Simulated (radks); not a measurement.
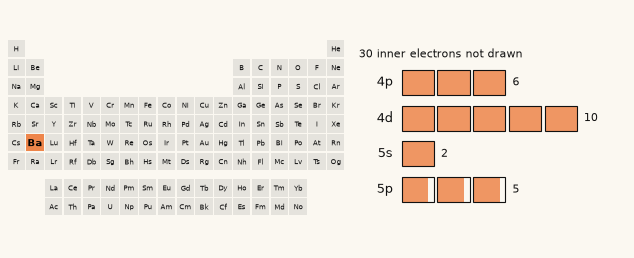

Left, the place of barium in the periodic table; right, the outer shells as the input fills them: a box for each of the 2l + 1 orbitals, shaded by the share of the shell that is filled, with the electron count at the right.

Atomic calculation for Ba³⁺

- system: the barium ion Ba³⁺ in the configuration [Kr] 4d10 5s2 5p5 (high spin).
- method: scalar-relativistic Kohn-Sham, PBE, spin-polarised, spherical densities, finite nucleus (the in-house radial solver radks)

Results in brief:

- outcome: converged
- total energy: −8133.3351 hartree
- kinetic energy: 8585.5229 hartree
- electron–nucleus energy: −19630.0543 hartree
- Hartree energy: 3107.9296 hartree
- exchange–correlation energy: −196.733290 hartree
- radius at density 0.001 e/bohr³: 3.56 bohr
- SCF iterations: 14
- hardware: 1 CPU thread, shared host

Input:
```
Z 56
configuration [Kr] 4d10 5s2 5p5
relativity scalar-relativistic
functional pbe,pbe
spin polarised
nucleus finite rms 4.8378 fm
c 137.035999084
```

Energies in input and log are in hartree, lengths in bohr (the nuclear radius in fm).

The program's output:
```
1s      1   1.0000       -1370.11535981
2s      1   1.0000        -217.36943927
2p      1   3.0000        -195.02676542
3s      1   1.0000         -46.63487589
3p      1   3.0000         -39.47085669
3d      1   5.0000         -29.06398407
4s      1   1.0000          -9.90809667
4p      1   3.0000          -7.59621824
4d      1   5.0000          -4.23821814
5s      1   1.0000          -2.13939201
5p      1   3.0000          -1.56392608
1s      2   1.0000       -1370.11322421
2s      2   1.0000        -217.36837634
2p      2   3.0000        -195.02494294
3s      2   1.0000         -46.63306518
3p      2   3.0000         -39.46877963
3d      2   5.0000         -29.06197887
4s      2   1.0000          -9.90400735
4p      2   3.0000          -7.59204550
4d      2   5.0000          -4.23258066
5s      2   1.0000          -2.10836807
5p      2   2.0000          -1.53209369
Etot -8133.33505489583
Ekin 8585.522913349156
Encl -19630.05432714583
Eh 3107.929648468388
Exc -196.73328956754358
err 5.726343233397724e-09
it 14
```

Slater integrals of the outer shells (hartree):

```
 integral   value
F0(5p,5p)  0.4915
F2(5p,5p)  0.2675
F0(5p,5s)  0.5218
G1(5p,5s)  0.3519
F0(5p,4d)  0.6101
F2(5p,4d)  0.1782
G1(5p,4d)  0.0525
G3(5p,4d)  0.0507
F0(5s,5s)  0.5605
F0(5s,4d)  0.6821
G2(5s,4d)  0.0791
F0(4d,4d)  1.1275
F2(4d,4d)  0.5739
F4(4d,4d)  0.3831
```

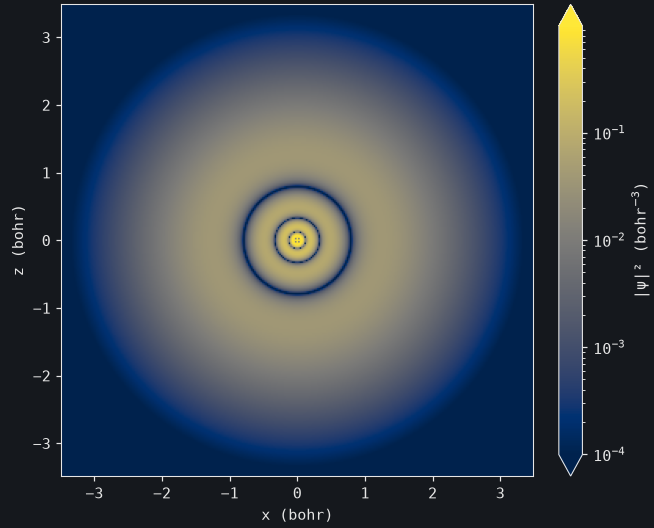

The 5s orbital of down spin. In the xz plane through the nucleus, the colour gives |ψ|² on a logarithmic scale. The radial function comes from the spherical calculation and is multiplied by a real spherical harmonic; the overall sign is chosen so that the largest lobe of P(r) is positive; at the scalar-relativistic level it is the large component. It has no angular node and 4 radial nodes, at r = 0.0316, 0.125, 0.331 and 0.796 bohr; only the outer 3 can be made out at this scale. The outermost maximum of P² lies at 1.46 bohr, ⟨r⟩ = 1.60 bohr, 90 % of the charge lies within 2.29 bohr, and the eigenvalue is −57.4 eV, with 1 electron in the shell for this spin.

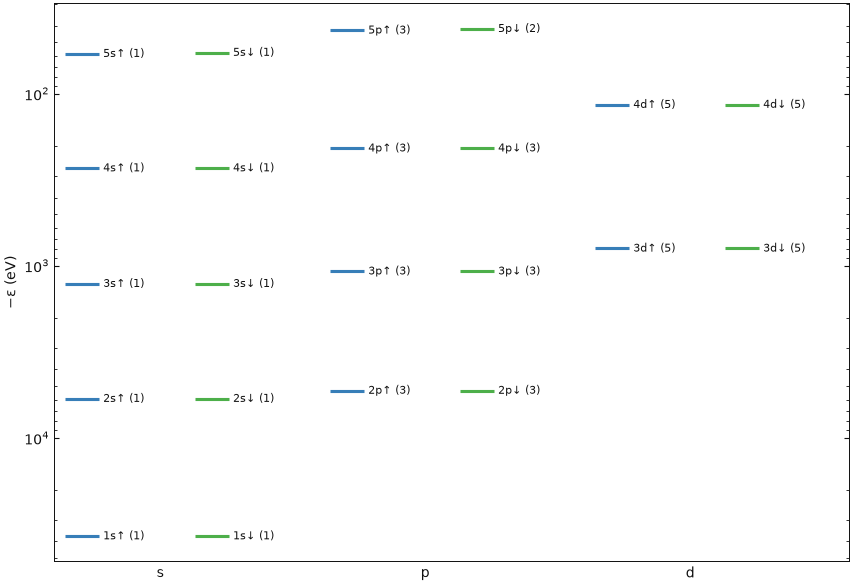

All occupied levels, on a logarithmic scale of binding energy, are drawn by angular momentum (occupations in brackets, up spins at the left of each column and down spins at the right). The highest occupied level is 5p down at −41.7 eV. The highest 6 occupied levels, from the top down, are 5p down (−41.7 eV), 5p up (−42.6 eV), 5s down (−57.4 eV), 5s up (−58.2 eV), 4d down (−115.2 eV), 4d up (−115.3 eV). The largest exchange splitting (down less up) among the shells drawn in both spins is that of 5p, 0.866 eV. The semi-empirical ionisation energy (NIST) is 47.0 eV; minus the highest level, 41.7 eV, lies 11 % below it, as is usual for a semilocal functional, whose potential decays too fast.
